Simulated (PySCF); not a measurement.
# Run report: AlF, single-point calculation

System: AlF.
Method: RHF/cc-pcvdz, gradient (PySCF 2.14.0).

Figures and captions count atoms from 1; the log counts them from 0 in places.

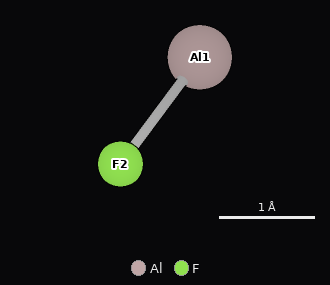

**Figure 1.** The structure as given in the input (ball-and-stick view, seen at an oblique angle; atoms are numbered from 1 in the order of the input). Sticks mark near contacts.

Summary

```csv
quantity,value
outcome,converged
SCF energy,−341.422057 hartree
dipole moment,1.33 D
hardware,"1 CPU thread, shared host"
wall time,1.7 s
```

The input
```python
from pyscf import gto, scf

mol = gto.M(
    atom='Al 0 0 0; F 0 0 1.629',
    basis='cc-pcvdz',
    charge=0,
    spin=0,
    verbose=3,
)
mf = scf.RHF(mol)
mf.kernel()
mf.nuc_grad_method().kernel()
mf.dip_moment()
print('orbital energies (hartree):', mf.mo_energy[..., max(0, mol.nelec[1]-3):mol.nelec[0]+3].round(4))
```

Run as:
```bash
OMP_NUM_THREADS=1 python input.py
```

The program's output
```
converged SCF energy = -341.422057080352
--------------- RHF gradients ---------------
         x                y                z
0 Al     0.0000000000     0.0000000000     0.0370917036
1 F    -0.0000000000    -0.0000000000    -0.0370917036
----------------------------------------------
Dipole moment(X, Y, Z, Debye):  0.00000, -0.00000, -1.32565
orbital energies (hartree): [-0.6155 -0.6155 -0.3368  0.0494  0.0494  0.1305]
```
